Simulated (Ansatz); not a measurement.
Convergence study of the plane-wave cutoff for LiMoN2 (R3m, 4 atoms in the cell)

```xyz
4
Lattice="1.4529 0.8388 5.3255 -1.4529 0.8388 5.3255 0.0000 -1.6777 5.3255" Properties=species:S:1:pos:R:3 pbc="T T T"
Li     0.0000     0.0000     6.6577
Mo     0.0000     0.0000     9.3609
N      0.0000     0.0000    13.4621
N      0.0000     0.0000    15.9214
```

Method: LDA (PW92), default PAW files made with PBE (plane waves; Ansatz, an electronic-structure program).

Base settings: basis.ecutwfc = 420 eV; kpoints.mp_grid.grid = 11 11 11; hamiltonian.xc = lda; hamiltonian.pseudopotentials = {kind: paw} (the program's default PAW files); scf.occupations.method = gaussian; scf.occupations.width = 0.1 eV.

The second cell is the first with its lattice scaled by 0.98.

The mesh stays at the base's, so the ladder's end is converged at best in this setting alone.

The first pressure column holds Ansatz's estimate of the finite-basis (Pulay) stress, which hides part of the cutoff error; the other is without it.

Only quantities that move along the ladder and can be compared are tabulated.

The count of work is k-points × plane waves × bands × iterations; it is no time. 

The starting cell comes from a database of computed structures (which also holds hypothetical and non-ambient phases and stackings), without a prior relaxation at this level. Its lattice was rescaled by up to half a per cent. One atom was moved a little off its site on purpose. Spin polarisation is off; with an odd number of electrons in the cell that forces a metal, and a magnetic state may lie lower. In the base run, with a pressure of about -12 GPa the cell is away from its equilibrium volume at this level.

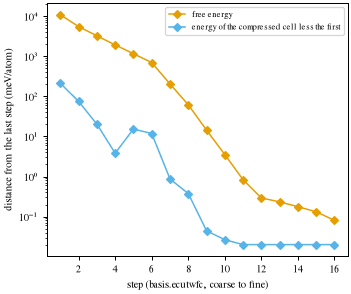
Distance from the last step along the ladder; very small values are drawn at a floor.

```csv
basis.ecutwfc,free energy less the last step's (meV/atom),energy of the compressed cell less the first (meV/atom),pressure (GPa),pressure without the Pulay estimate (GPa),largest difference of a force vector from the last step's (eV/Å),count of work / last
145 eV,10903.04,192.62,43.26,-428.50,7.134,0.061
170 eV,5526.80,55.77,7.62,-270.35,2.759,0.080
190 eV,3239.79,1.01,-9.19,-186.58,0.520,0.092
210 eV,1926.16,-23.00,-16.87,-129.89,0.485,0.099
230 eV,1160.18,-34.56,-17.88,-91.66,0.563,0.11
250 eV,698.32,-30.98,-15.69,-65.37,0.336,0.12
295 eV,204.06,-20.05,-12.57,-31.55,0.009,0.15
335 eV,61.67,-18.81,-12.29,-19.35,0.013,0.20
380 eV,14.38,-19.14,-12.44,-14.46,0.001,0.23
420 eV,3.53,-19.21,-12.47,-13.06,0.000,0.27
460 eV,0.83,-19.19,-12.46,-12.60,0.000,0.30
505 eV,0.29,-19.18,-12.46,-12.47,0.000,0.37
565 eV,0.23,-19.18,-12.46,-12.46,0.000,0.43
630 eV,0.18,-19.18,-12.46,-12.46,0.000,0.49
735 eV,0.13,-19.18,-12.46,-12.46,0.000,0.62
840 eV,0.08,-19.18,-12.46,-12.47,0.000,0.77
1010 eV,0.00,-19.19,-12.46,-12.46,0.000,1.0
```

Coarsest basis.ecutwfc that holds the pressure without the Pulay estimate within 0.5 GPa of the last step, with all finer ones: 460 eV, at 0.30 of the last step's count of work; the step before is off by 0.60 GPa.

Coarsest basis.ecutwfc that holds the free energy within 5 meV/atom of the last step, with all finer ones: 420 eV, at 0.27 of the last step's count of work; the step before is off by 14 meV/atom.

Coarsest basis.ecutwfc that holds the pressure within 0.2 GPa of the last step, with all finer ones: 295 eV, at 0.15 of the last step's count of work; the step before is off by 3.2 GPa.

The energy difference between the two cells stays within 1 meV/atom of the last step's from 295 eV on, the total only from 460 eV on: much of the error is common to both cells and cancels.

At the lowest cutoff the pressure without the Pulay estimate lies 416 GPa under the last step's, the usual sign of Pulay stress in an incomplete plane-wave basis.

Keys are those of Ansatz 0.2.
